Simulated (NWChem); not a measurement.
# CH3AlFN (SMILES C#[N+][AlH2-][F]): levels of theory compared

Wanted: a comparison of 3 runs (HF/STO-3G, HF/3-21G, B3LYP/6-31G*) of CH3AlFN. 

Program for the calculation: NWChem 7.3.0.

**1. Starting point**

The species is CH3AlFN (7 atoms), meant as a singlet with charge 0. SMILES: `C#[N+][AlH2-][F]`. Geometry: a GFN2-xTB relaxation, a rough one for these elements and not checked as a minimum.

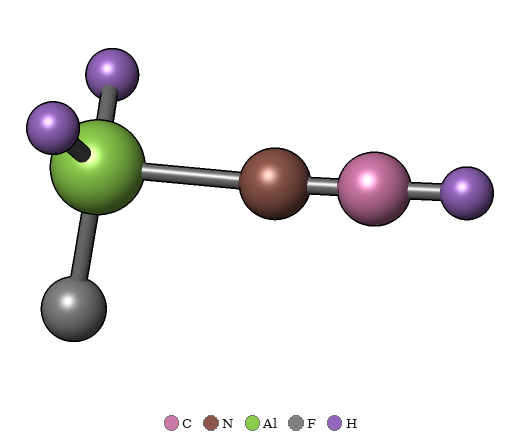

The structure, seen from a chosen angle (carbon pink, nitrogen brown, aluminium green, fluorine grey, hydrogen purple).

**2. Energy and forces at HF/STO-3G (run 1)**

File mol.nw:

```
start mol
title "CH3AlFN hf"
memory total 2200 mb

geometry units angstrom noautosym nocenter noautoz
C    -0.312000   -1.861670    0.290500
N    -0.133060   -0.753990    0.103030
Al    0.224080    1.228810   -0.158540
F    -0.528960    1.391380   -1.623260
H    -0.474460   -2.893470    0.471960
H    -0.538430    1.734350    1.081120
H     1.762830    1.154590   -0.164800
end

basis spherical bse
* library STO-3G
end

scf
nopen 0
rhf
thresh 1e-08
maxiter 80
print medium
end

task scf gradient
```

Run with:

```sh
$ nwchem mol.nw > mol.out
```

Log:

```text
[...]
  functions       =    27
[...]
  wavefunction    = RHF
[...]
         Total SCF energy =   -429.938089889694
      One-electron energy =   -874.788954666602
      Two-electron energy =    307.015534089854
 Nuclear repulsion energy =    137.835330687053
        Time for solution =      0.8s
[...]
                         RHF ENERGY GRADIENTS
    atom               coordinates                        gradient
                 x          y          z           x          y          z
   1 C      -0.589595  -3.518046   0.548965    0.003296   0.021691  -0.003945
   2 N      -0.251447  -1.424834   0.194698   -0.004850  -0.031197   0.005484
   3 Al      0.423450   2.322114  -0.299597   -0.005709  -0.013946  -0.004199
   4 F      -0.999589   2.629327  -3.067517   -0.009622   0.001376  -0.018318
   5 H      -0.896599  -5.467865   0.891875    0.002826   0.016329  -0.002437
   6 H      -1.017485   3.277446   2.043021   -0.015137   0.008481   0.023703
   7 H       3.331266   2.181859  -0.311427    0.029195  -0.002735  -0.000286
[...]
```

It took 1.8 s on 1 thread of Intel Xeon Platinum 8488C (Sapphire Rapids), shared host; peak memory 0.099 GiB.

**3. Energy and gradient at HF/3-21G (run 2)**

File ch3alfn.nw:

```
echo
start ch3alfn
memory total 2200 mb
charge 0

geometry units angstrom noautosym nocenter noautoz
 C    -0.312000   -1.861670    0.290500
 N    -0.133060   -0.753990    0.103030
 Al    0.224080    1.228810   -0.158540
 F    -0.528960    1.391380   -1.623260
 H    -0.474460   -2.893470    0.471960
 H    -0.538430    1.734350    1.081120
 H     1.762830    1.154590   -0.164800
end

basis spherical bse
 * library 3-21G
end

scf
 thresh 1e-08
 maxiter 80
end

task scf gradient
```

Run with:

```sh
$ nwchem ch3alfn.nw > ch3alfn.out
```

Log:

```text
[...]
  functions       =    46
[...]
  wavefunction    = RHF
[...]
         Total SCF energy =   -433.095028924540
      One-electron energy =   -875.008053294551
      Two-electron energy =    304.077693682958
 Nuclear repulsion energy =    137.835330687053
        Time for solution =      1.1s
[...]
                         RHF ENERGY GRADIENTS
    atom               coordinates                        gradient
                 x          y          z           x          y          z
   1 C      -0.589595  -3.518046   0.548965   -0.002177  -0.013983   0.002676
   2 N      -0.251447  -1.424834   0.194698    0.003876   0.026566  -0.005421
   3 Al      0.423450   2.322114  -0.299597    0.003532   0.005259   0.003986
   4 F      -0.999589   2.629327  -3.067517    0.004950  -0.003320   0.010745
   5 H      -0.896599  -5.467865   0.891875   -0.000487  -0.004544   0.001175
   6 H      -1.017485   3.277446   2.043021    0.009423  -0.008564  -0.014315
   7 H       3.331266   2.181859  -0.311427   -0.019118  -0.001414   0.001154
[...]
```

Run time: 2.2 s. Hardware: 1 thread of Intel Xeon Platinum 8488C (Sapphire Rapids), shared host; peak memory 0.1 GiB.

**4. Energy and gradient at B3LYP/6-31G(d) (Cartesian functions) (run 3)**

File ch3alfn.nw:

```
start ch3alfn
memory 2200 mb
geometry units angstroms noautosym nocenter noautoz
   C     -0.312000    -1.861670     0.290500
   N     -0.133060    -0.753990     0.103030
   Al     0.224080     1.228810    -0.158540
   F     -0.528960     1.391380    -1.623260
   H     -0.474460    -2.893470     0.471960
   H     -0.538430     1.734350     1.081120
   H      1.762830     1.154590    -0.164800
end
basis
   C library 6-31G*
   N library 6-31G*
   Al library 6-31G*
   F library 6-31G*
   H library 6-31G*
end
dft
   xc b3lyp
   grid xfine
   convergence energy 1e-08
   iterations 100
   mulliken
   print low
end
task dft gradient
```

Run with:

```sh
$ nwchem ch3alfn.nw > ch3alfn.out
```

Log:

```text
[...]
 d= 0,ls=0.0,diis     1   -436.8544472348 -5.75D+02  2.44D-02  1.00D+00     1.8
[...]
 d= 0,ls=0.0,diis    10   -436.9766050994 -1.50D-09  4.00D-07  2.24D-09    14.9
         Total DFT energy =     -436.976605099391
      One electron energy =     -878.339680839074
           Coulomb energy =      346.140560802015
    Exchange-Corr. energy =      -42.612815749385
 Nuclear repulsion energy =      137.835330687053
[...]
      Total Density - Mulliken Population Analysis
     ---------------------------------------------
    Atom       Charge   Shell Charges
 -----------   ------   -------------------------------------------------------
    1 C    6     5.85   1.99  0.75  2.00  0.41  0.69  0.01
    2 N    7     7.24   1.99  0.84  2.36  1.00  1.05 -0.00
    3 Al  13    12.46   2.00  1.99  5.97  0.82  1.15  0.18  0.20  0.16
    4 F    9     9.47   1.99  0.93  3.32  0.98  2.19  0.05
    5 H    1     0.69   0.50  0.19
    6 H    1     1.15   0.51  0.64
    7 H    1     1.15   0.51  0.64
[...]
                         DFT ENERGY GRADIENTS
    atom               coordinates                        gradient
                 x          y          z           x          y          z
   1 C      -0.589595  -3.518046   0.548965    0.003446   0.021439  -0.003585
   2 N      -0.251447  -1.424834   0.194698   -0.003506  -0.021129   0.003310
   3 Al      0.423450   2.322114  -0.299597    0.001301  -0.000104   0.002360
   4 F      -0.999589   2.629327  -3.067517    0.005161  -0.002428   0.010706
   5 H      -0.896599  -5.467865   0.891875    0.001621   0.009178  -0.001310
   6 H      -1.017485   3.277446   2.043021    0.007803  -0.006436  -0.012141
   7 H       3.331266   2.181859  -0.311427   -0.015825  -0.000519   0.000659
 Task  times  cpu:       19.7s     wall:       19.7s
 Total times  cpu:       19.7s     wall:       19.7s
```

Run time: 20 s. Hardware: 1 thread of Intel Xeon Platinum 8488C (Sapphire Rapids), shared host; peak memory 0.13 GiB.

**5. Overview of the runs**

| run | level | Cartesian functions | iteration cap | energy (Eh) | dipole moment (D) | HOMO energy (eV) | LUMO energy (eV) | wall time |
| --- | --- | --- | --- | --- | --- | --- | --- | --- |
| 1 | HF/STO-3G | no | 80 | -429.938090 | 6.10 | -7.53 | 7.06 | 1.8 s |
| 2 | HF/3-21G | no | 80 | -433.095029 | 7.54 | -10.55 | 3.00 | 2.2 s |
| 3 | B3LYP/6-31G* (Cartesian functions) | yes | 100 | -436.976605 | – | – | – | 20 s |

**6. Summary of results**

| quantity | value |
| --- | --- |
| run 3: total energy | -436.97661 Eh |
| run 3: largest force on an atom | 1.132 eV/Å |

**Reading.** In run 1 the basis is minimal, so the values are rough. All runs together took 24 s, the longest 20 s.
